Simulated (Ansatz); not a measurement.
```csv
atom,x (Å),y (Å),z (Å)
C,-0.0625,0.0353,-0.0304
F,-0.0451,-1.3116,0.0537
F,1.1694,0.4609,-0.3791
H,-0.7509,0.3101,-0.8594
F,-0.3107,0.5054,1.2152
```

Not at a stationary point (largest force 1.1 eV/Å).

Level of theory: Ansatz, RKS PBE-D4/def2-SVP.

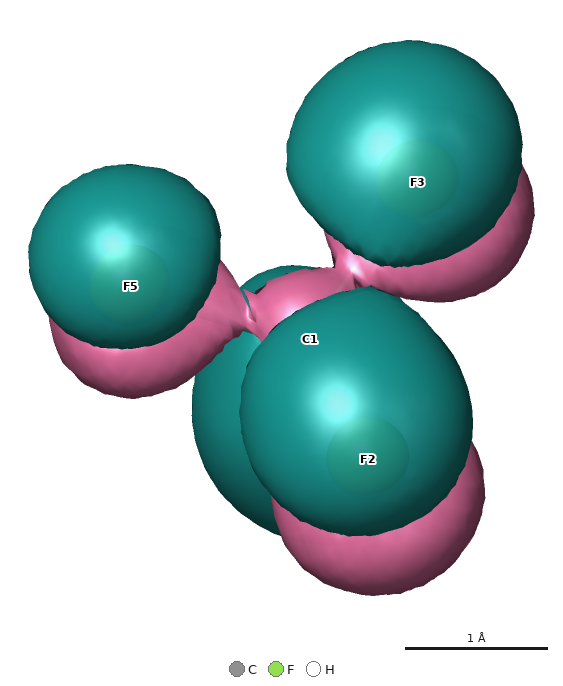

CHF₃. The HOMO at ±0.1 Å⁻³ᐟ² (teal and pink are the two phases), seen at a tilt.

### Where does this orbital lie, and at what energy?

By Hirshfeld shares it lies mainly on F2 (about 25 %), F3 (about 25 %), H4 (about 15 %), C1 (about 15 %) and F5 (about 10 %). Its energy is −9.14 eV.
